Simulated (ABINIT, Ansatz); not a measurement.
**InF3 (R-3c): G0W0 on several meshes in ABINIT**

Aim: the GW shift of InF3 (R-3c) against the k mesh.

Main program and level: ABINIT 10.8.3; LDA and many-body steps on it, plane waves.

## 1. Set-up

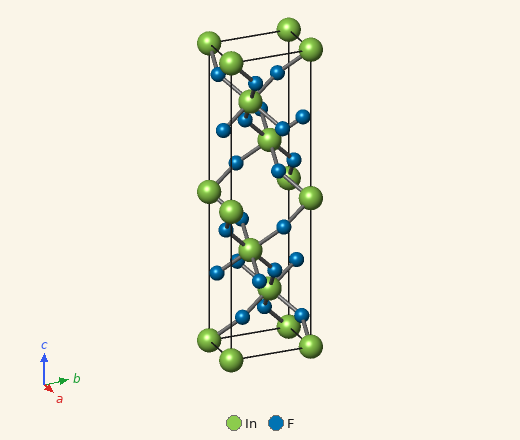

The cell as given, slightly off an axis (indium green, fluorine blue). This picture shows the conventional cell, with its axes. Bonds to atoms that aren't drawn are left out. Some periodic images of atoms are drawn too.

The cell and positions are those that the Materials Project relaxed with its own functionals (PBE, PBE+U or r2SCAN), kept fixed.

## 2. Empty states on the mesh, 2×2×2 mesh, 243 bands

This step: ABINIT 10.8.3; DFT, LDA, plane waves, norm-conserving pseudopotentials.

The sums over transitions need many empty states on a uniform mesh; this step solves for them.

run.abi reads:

```
acell 3*1.0 Angstrom
rprim 
  2.602141182914 1.502346912402 4.907506134507
  -2.602141182914 1.502346912402 4.907506134507
  0.000000000000 -3.004693824873 4.907506134486
ntypat 2
znucl 49 9
natom 8
typat 1 1 2 2 2 2 2 2
xred 
  0.500000000000 0.500000000000 0.500000000000
  -0.000000000000 0.000000000000 0.000000000000
  0.395709220000 0.750000000000 0.104290780000
  0.750000000000 0.104290780000 0.395709220000
  0.895709220000 0.604290780000 0.250000000000
  0.250000000000 0.895709220000 0.604290780000
  0.604290780000 0.250000000000 0.895709220000
  0.104290780000 0.395709220000 0.750000000000
pp_dirpath "pseudos"
pseudos "In.upf, F.upf"
ecut 36
ngkpt 2 2 2
nshiftk 1
shiftk 0 0 0
kptopt 1
chksymbreak 0
iscf -2
irdden 1
istwfk *1
nband 243
nbdbuf 22
tolwfr 1e-09
nstep 60
prtvol 0
indata_prefix "in"
outdata_prefix "out"
tmpdata_prefix "tmp"
```

Started as:

```
OMP_NUM_THREADS=1 mpirun -n 4 abinit run.abi > log
```

Numbers of over 12 decimals in the logs are rounded to 6 here.

What it wrote:

```text
.Version 10.8.3 of ABINIT. v10.8.2 released Aug 2026.

 Symmetries : space group R-3 c (#167); Bravais hR (rhombohedral)
[... echo of the input left out ...]
== DATASET  1 ==================================================================
-   mpi_nproc: 4, omp_nthreads: 1 (-1 if OMP is not activated)

--- !DatasetInfo
iteration_state: {dtset: 1, }
dimensions: {natom: 8, nkpt: 4, mband: 243, nsppol: 1, nspinor: 1, nspden: 1, mpw: 8026, }
cutoff_energies: {ecut:  36.0, pawecutdg:  -1.0, }
[...]
2.92847    2.93169    2.93169    2.96183    2.96248    2.97519    2.97597    2.98234
   2.99770    2.99771    3.00620    3.00620    3.01355    3.01357    3.04671    3.04677
   3.05498    3.05558    3.05599
 prteigrs : prtvol=0 or 1, do not print more k-points.

== END DATASET(S) ==============================================================
================================================================================

 -outvars: echo values of variables after computation  --------
            nband         243
             nkpt           4
          spgroup         167
 [... the other variables as echoed above ...]

 Calculation completed.
```

It took 3 min on 4 MPI ranks of Arm Neoverse N1, shared host; peak memory 0.55 GiB.

This step gave:

| Item | Value |
| --- | --- |
| gap | 3.997 eV |
| k of the valence top | 0.5, 0.5, 0 |
| k of the conduction bottom | 0, 0, 0 |
| least direct gap | 4.029 eV |
| k points computed | 4 |
| lowest point of the top converged band, above the valence top | 78.8983 eV |

On this mesh the gap is 3.997 eV.

The density comes from a self-consistent run that is not shown.

## 3. Screening, 2×2×2 mesh, 110 bands, screening to 114.3 eV

The RPA dielectric matrix is built and inverted for each q.

This step: RPA screening on LDA, plane waves, norm-conserving pseudopotentials.

Changes to run.abi since step 2:

```diff
@@ -26,10 +26,11 @@
 chksymbreak 0
-iscf -2
-irdden 1
 istwfk *1
-nband 243
-nbdbuf 22
-tolwfr 1e-09
-nstep 60
-prtvol 0
+occopt 1
+irdwfk 1
+optdriver 3
+nband 110
+ecuteps 4.2
+inclvkb 2
+awtr 1
+symchi 1
 indata_prefix "in"
```

What it wrote:

```text
.Version 10.8.3 of ABINIT. v10.8.2 released Aug 2026.

 Symmetries : space group R-3 c (#167); Bravais hR (rhombohedral)
[... echo of the input left out ...]
== DATASET  1 ==================================================================
-   mpi_nproc: 4, omp_nthreads: 1 (-1 if OMP is not activated)

--- !DatasetInfo
iteration_state: {dtset: 1, }
dimensions: {natom: 8, nkpt: 4, mband: 110, nsppol: 1, nspinor: 1, nspden: 1, mpw: 8026, }
cutoff_energies: {ecut:  36.0, pawecutdg:  -1.0, }
electrons: {nelect:   6.80000000E+01, charge:   0.00000000E+00, occopt:   1.00000000E+00, tsmear:   1.00000000E-02, }

 SCREENING: Calculation of the susceptibility and dielectric matrices

 Based on a program developped by R.W. Godby, V. Olevano, G. Onida, and L. Reining.
 Incorporated in ABINIT by V. Olevano, G.-M. Rignanese, and M. Torrent.
.Using double precision arithmetic ; gwpc =  8

[... cell and pseudopotentials left out ...]
--------------------------------------------------------------------------------

 ==== K-mesh for the wavefunctions ====
 Number of points in the irreducible wedge :     4
[... list of points left out ...]
 Together with 12 symmetry operations and time-reversal symmetry
 yields     8 points in the full Brillouin Zone.

 ==== Q-mesh for the screening function ====
 Number of points in the irreducible wedge :     4
[... list of points left out ...]
 Together with 12 symmetry operations and time-reversal symmetry
 yields     8 points in the full Brillouin Zone.

 setmesh: FFT mesh size selected  =    40x   40x   40
          total number of points  =        64000

 vcoul_init : cutoff-mode = AUXILIARY_FUNCTION
 q-points for optical limit:   1
     1)      0.000010    0.000020    0.000030

- screening: taking advantage of time-reversal symmetry
- Maximum band index for partially occupied states nbvw = 34
- Remaining bands to be divided among processors   nbcw = 76
- Number of bands treated by each node ~19

 Number of electrons calculated from density =   68.0000; Expected =   68.0000
 average of density, n =  0.087539
 r_s =    1.3971
 omega_plasma =   28.5401 [eV]

 calculating chi0 at frequencies [eV] :
  1    0.000000E+00    0.000000E+00
  2    0.000000E+00    2.854008E+01

--------------------------------------------------------------------------------
  q-point number  1        q = ( 0.000000, 0.000000, 0.000000) [r.l.u.]
--------------------------------------------------------------------------------
[... chi0 elements left out ...]
 For q-point:  0.000010 0.000020 0.000030
  dielectric constant =   2.4482
  dielectric constant without local fields =   2.5713

  Average fulfillment of the sum rule on Im[epsilon] for q-point    1 :     37.19  [%]
[... wings left out ...]
  q-point number  2        q = ( 0.500000, 0.000000, 0.000000) [r.l.u.]
--------------------------------------------------------------------------------
[... chi0 elements left out ...]
  Average fulfillment of the sum rule on Im[epsilon] for q-point    2 :     44.15  [%]

 [... 2 further q-points ...]
```

Run time: 60 s. Hardware: 4 MPI ranks; peak memory 1.5 GiB; 4 min of CPU time.

Numbers from this step:

```yaml
eps_infinity_with_local_fields_on_this_mesh_along_the_program_s_q_direction: 2.448
the_same_without_local_fields: 2.571
plasma_frequency: 28.54 eV
plane_waves_in_the_screening_matrix: 327
```

Local fields lower ε∞ by 5 %. On a Γ-centred mesh this coarse the value itself is usually too large, while a short band sum pulls it down.

## 4. 2×2×2

The self-energy is evaluated for the states that the input lists, and the levels follow from it, in one-shot runs by the linearised quasiparticle equation.

This step: G0W0 on LDA, plane waves, norm-conserving pseudopotentials.

Changes to run.abi since step 3:

```diff
@@ -29,8 +29,17 @@
 irdwfk 1
-optdriver 3
+optdriver 4
 nband 110
+gwcalctyp 0
+ecutsigx 36
+symsigma 1
+nkptgw 2
+kptgw 
+  0.5000000000 0.5000000000 0.0000000000
+  0.0000000000 0.0000000000 0.0000000000
+bdgw 
+  33 36
+  33 36
 ecuteps 4.2
-inclvkb 2
-awtr 1
-symchi 1
+irdscr 1
+ppmodel 1
 indata_prefix "in"
```

What it wrote:

```text
.Version 10.8.3 of ABINIT. v10.8.2 released Aug 2026.

 Symmetries : space group R-3 c (#167); Bravais hR (rhombohedral)
[... echo of the input left out ...]
== DATASET  1 ==================================================================
-   mpi_nproc: 4, omp_nthreads: 1 (-1 if OMP is not activated)

--- !DatasetInfo
iteration_state: {dtset: 1, }
dimensions: {natom: 8, nkpt: 4, mband: 110, nsppol: 1, nspinor: 1, nspden: 1, mpw: 8026, }
cutoff_energies: {ecut:  36.0, pawecutdg:  -1.0, }
electrons: {nelect:   6.80000000E+01, charge:   0.00000000E+00, occopt:   1.00000000E+00, tsmear:   1.00000000E-02, }

 SIGMA: Calculation of the GW corrections

 Based on a program developped by R.W. Godby, V. Olevano, G. Onida, and L. Reining.
 Incorporated in ABINIT by V. Olevano, G.-M. Rignanese, and M. Torrent.
.Using double precision arithmetic ; gwpc =  8

[... cell and pseudopotentials left out ...]
--------------------------------------------------------------------------------

 ==== K-mesh for the wavefunctions ====
 Number of points in the irreducible wedge :     4
[... list of points left out ...]
 Together with 12 symmetry operations and time-reversal symmetry
 yields     8 points in the full Brillouin Zone.

 ==== Q-mesh for screening function ====
 Number of points in the irreducible wedge :     4
[... list of points left out ...]
 Together with 12 symmetry operations and time-reversal symmetry
 yields     8 points in the full Brillouin Zone.

 vcoul_init : cutoff-mode = AUXILIARY_FUNCTION
 q-points for optical limit:   1
     1)      0.000010    0.000020    0.000030
 setmesh: FFT mesh size selected  =    60x   60x   60
          total number of points  =       216000

 Number of electrons calculated from density =   68.0000; Expected =   68.0000
 average of density, n =  0.087539
 r_s =    1.3971
 omega_plasma =   28.5401 [eV]

 === KS Band Gaps ===
  >>>> For spin  1
   Minimum direct gap =   4.0295 [eV], located at k-point      :   0.0000  0.0000  0.0000
   Fundamental gap    =   3.9974 [eV], Top of valence bands at :   0.5000  0.5000  0.0000
                                       Bottom of conduction at :   0.0000  0.0000  0.0000
 SIGMA fundamental parameters:
 PLASMON POLE MODEL  1
 number of plane-waves for SigmaX                 7987
 number of plane-waves for SigmaC and W            327
 number of plane-waves for wavefunctions          7987
 number of bands                                   110
 number of independent spin polarizations            1
 number of spinorial components                      1
 number of k-points in IBZ                           4
 number of q-points in IBZ                           4
 number of symmetry operations                      12
 number of k-points in BZ                            8
 number of q-points in BZ                            8
 number of frequencies for dSigma/dE                 9
 frequency step for dSigma/dE [eV]                0.25
 number of omega for Sigma on real axis              0
 max omega for Sigma on real axis  [eV]           0.00
 zcut for avoiding poles [eV]                     0.10

 EPSILON^-1 parameters (SCR file):
 dimension of the eps^-1 matrix on file            327
 dimension of the eps^-1 matrix used               327
 number of plane-waves for wavefunctions          7987
 number of bands                                   110
 number of q-points in IBZ                           4
 number of frequencies                               2
 number of real frequencies                          1
 number of imag frequencies                          1

 matrix elements of self-energy operator (all in [eV])

 Perturbative Calculation

--- !SelfEnergy_ee
iteration_state: {dtset: 1, }
kpoint     : [   0.500,    0.500,    0.000, ]
spin       : 1
KS_gap     :    6.522
QP_gap     :   10.132
Delta_QP_KS:    3.610
data: !SigmaeeData |
     Band     E0 <VxcDFT>   SigX SigC(E0)      Z dSigC/dE  Sig(E)    E-E0       E
       33  -1.587 -23.082 -29.140   5.080   0.808  -0.238 -23.872  -0.790  -2.377
       34  -1.436 -22.746 -29.817   5.539   0.800  -0.250 -23.971  -1.225  -2.662
       35   5.086 -17.412 -12.350  -2.270   0.854  -0.171 -15.028   2.384   7.470
       36   6.633 -18.272 -12.582  -2.549   0.848  -0.180 -15.609   2.662   9.296

--- !SelfEnergy_ee
iteration_state: {dtset: 1, }
kpoint     : [   0.000,    0.000,    0.000, ]
spin       : 1
KS_gap     :    4.030
QP_gap     :    7.222
Delta_QP_KS:    3.192
data: !SigmaeeData |
     Band     E0 <VxcDFT>   SigX SigC(E0)      Z dSigC/dE  Sig(E)    E-E0       E
       33  -1.468 -22.631 -29.821   5.583   0.799  -0.251 -23.915  -1.284  -2.752
       34  -1.468 -22.631 -29.821   5.583   0.799  -0.251 -23.915  -1.284  -2.752
       35   2.561 -14.346  -9.831  -2.319   0.869  -0.151 -12.437   1.908   4.470
       36   7.966 -19.069 -12.845  -2.794   0.839  -0.191 -16.190   2.879  10.845

== END DATASET(S) ==============================================================
================================================================================

 -outvars: echo values of variables after computation  --------
           etotal      0.0000000000E+00
            nband         110
             nkpt           4
          spgroup         167
 [... the other variables as echoed above ...]

 Calculation completed.
```

Run time: 17 s. Hardware: 4 MPI ranks; peak memory 1.1 GiB.

Numbers from this step:

| Item | Value |
| --- | --- |
| G0W0 gap on the points computed | 6.847 eV |
| starting gap on the mesh | 3.997 eV |
| k of the valence top | 0.5, 0.5, 0 |
| k of the conduction bottom | 0, 0, 0 |
| Z at the valence top | 0.808 |
| Z at the conduction bottom | 0.869 |
| least direct G0W0 gap on the computed points | 7.222 eV |

The gap on the mesh goes from 4.00 eV to 6.85 eV, a correction of +2.85 eV.

## 5. Empty states on the mesh, 4×4×4 mesh, 120 bands

This step: DFT, LDA, plane waves, norm-conserving pseudopotentials.

Changes to run.abi since step 4:

```diff
@@ -21,3 +21,3 @@
 ecut 36
-ngkpt 2 2 2
+ngkpt 4 4 4
 nshiftk 1
@@ -26,20 +26,10 @@
 chksymbreak 0
+iscf -2
+irdden 1
 istwfk *1
-occopt 1
-irdwfk 1
-optdriver 4
-nband 110
-gwcalctyp 0
-ecutsigx 36
-symsigma 1
-nkptgw 2
-kptgw 
-  0.5000000000 0.5000000000 0.0000000000
-  0.0000000000 0.0000000000 0.0000000000
-bdgw 
-  33 36
-  33 36
-ecuteps 4.2
-irdscr 1
-ppmodel 1
+nband 120
+nbdbuf 10
+tolwfr 1e-09
+nstep 60
+prtvol 0
 indata_prefix "in"
```

What it wrote:

```text
.Version 10.8.3 of ABINIT. v10.8.2 released Aug 2026.

 Symmetries : space group R-3 c (#167); Bravais hR (rhombohedral)
[... echo of the input left out ...]
== DATASET  1 ==================================================================
-   mpi_nproc: 4, omp_nthreads: 1 (-1 if OMP is not activated)

--- !DatasetInfo
iteration_state: {dtset: 1, }
dimensions: {natom: 8, nkpt: 13, mband: 120, nsppol: 1, nspinor: 1, nspden: 1, mpw: 8026, }
cutoff_energies: {ecut:  36.0, pawecutdg:  -1.0, }
[...]
1.53910    1.53910    1.56935    1.56935    1.61883    1.61883    1.62177    1.62494
   1.62494    1.62579    1.64328    1.64536    1.64536    1.69431    1.70103    1.70242
 prteigrs : prtvol=0 or 1, do not print more k-points.

== END DATASET(S) ==============================================================
================================================================================

 -outvars: echo values of variables after computation  --------
            nband         120
             nkpt          13
          spgroup         167
 [... the other variables as echoed above ...]

 Calculation completed.
```

Elapsed: 4 min, on 4 MPI ranks; peak memory 0.56 GiB.

This step gave:

```yaml
gap: 3.997 eV
k_of_the_valence_top: 0.5, 0.5, 0
k_of_the_conduction_bottom: 0, 0, 0
least_direct_gap: 4.029 eV
k_points_computed: 13
lowest_point_of_the_top_converged_band_above_the_valence_top: 42.77 eV
```

On this mesh the gap is 3.997 eV.

## 6. Screening, 4×4×4 mesh, 110 bands, screening to 114.3 eV

This step: RPA screening on LDA, plane waves, norm-conserving pseudopotentials.

Changes to run.abi since step 5:

```diff
@@ -26,10 +26,11 @@
 chksymbreak 0
-iscf -2
-irdden 1
 istwfk *1
-nband 120
-nbdbuf 10
-tolwfr 1e-09
-nstep 60
-prtvol 0
+occopt 1
+irdwfk 1
+optdriver 3
+nband 110
+ecuteps 4.2
+inclvkb 2
+awtr 1
+symchi 1
 indata_prefix "in"
```

What it wrote:

```text
.Version 10.8.3 of ABINIT. v10.8.2 released Aug 2026.

 Symmetries : space group R-3 c (#167); Bravais hR (rhombohedral)
[... echo of the input left out ...]
== DATASET  1 ==================================================================
-   mpi_nproc: 4, omp_nthreads: 1 (-1 if OMP is not activated)

--- !DatasetInfo
iteration_state: {dtset: 1, }
dimensions: {natom: 8, nkpt: 13, mband: 110, nsppol: 1, nspinor: 1, nspden: 1, mpw: 8026, }
cutoff_energies: {ecut:  36.0, pawecutdg:  -1.0, }
electrons: {nelect:   6.80000000E+01, charge:   0.00000000E+00, occopt:   1.00000000E+00, tsmear:   1.00000000E-02, }

 SCREENING: Calculation of the susceptibility and dielectric matrices

 Based on a program developped by R.W. Godby, V. Olevano, G. Onida, and L. Reining.
 Incorporated in ABINIT by V. Olevano, G.-M. Rignanese, and M. Torrent.
.Using double precision arithmetic ; gwpc =  8

[... cell and pseudopotentials left out ...]
--------------------------------------------------------------------------------

 ==== K-mesh for the wavefunctions ====
 Number of points in the irreducible wedge :    13
[... list of points left out ...]
 Together with 12 symmetry operations and time-reversal symmetry
 yields    64 points in the full Brillouin Zone.

 ==== Q-mesh for the screening function ====
 Number of points in the irreducible wedge :    13
[... list of points left out ...]
 Together with 12 symmetry operations and time-reversal symmetry
 yields    64 points in the full Brillouin Zone.

 setmesh: FFT mesh size selected  =    40x   40x   40
          total number of points  =        64000

 vcoul_init : cutoff-mode = AUXILIARY_FUNCTION
 q-points for optical limit:   1
     1)      0.000010    0.000020    0.000030

- screening: taking advantage of time-reversal symmetry
- Maximum band index for partially occupied states nbvw = 34
- Remaining bands to be divided among processors   nbcw = 76
- Number of bands treated by each node ~19

 Number of electrons calculated from density =   68.0000; Expected =   68.0000
 average of density, n =  0.087539
 r_s =    1.3971
 omega_plasma =   28.5401 [eV]

 calculating chi0 at frequencies [eV] :
  1    0.000000E+00    0.000000E+00
  2    0.000000E+00    2.854008E+01

--------------------------------------------------------------------------------
  q-point number  1        q = ( 0.000000, 0.000000, 0.000000) [r.l.u.]
--------------------------------------------------------------------------------
[... chi0 elements left out ...]
 For q-point:  0.000010 0.000020 0.000030
  dielectric constant =   2.4110
  dielectric constant without local fields =   2.5322

  Average fulfillment of the sum rule on Im[epsilon] for q-point    1 :     37.18  [%]
[... wings left out ...]
  q-point number  2        q = ( 0.250000, 0.000000, 0.000000) [r.l.u.]
--------------------------------------------------------------------------------
[... chi0 elements left out ...]
  Average fulfillment of the sum rule on Im[epsilon] for q-point    2 :     50.07  [%]

 [... 11 further q-points ...]
```

The job ended after 12 min (4 MPI ranks; peak memory 3.6 GiB; 50 min of CPU time).

Numbers from this step:

| Quantity | Value |
| --- | --- |
| ε∞ with local fields, on this mesh, along the program's q direction | 2.411 |
| the same without local fields | 2.532 |
| plasma frequency | 28.54 eV |
| plane waves in the screening matrix | 327 |

(Part 1 of 2 ends here.)

[Paths, hosts, dates, memory and timing lines, banners, echoed tables and standing remarks are left out of the program output.]

[Logs are printed without paths, hosts, clocks, repeated set-up lines and the standing remarks that a program may print on its own settings, such as how far it seeks lower states.]

[Runs of the session that timed out or met a known fault of the program may be left out.]

[Hosts, paths, dates, database ids (printed as entryN), source tags and the programs' standing remarks are cut or masked in the printed files.]

[G0W0 gaps are taken among the corrected bands and points alone; a level outside them can change the order at an edge.]

[Where Ansatz stands beside ABINIT at settings called matched, ABINIT's density can come from a denser mesh and the files from another edition; pairs whose starting gaps differed by over 0.03 eV were left out, so agreement reads better than it is.]
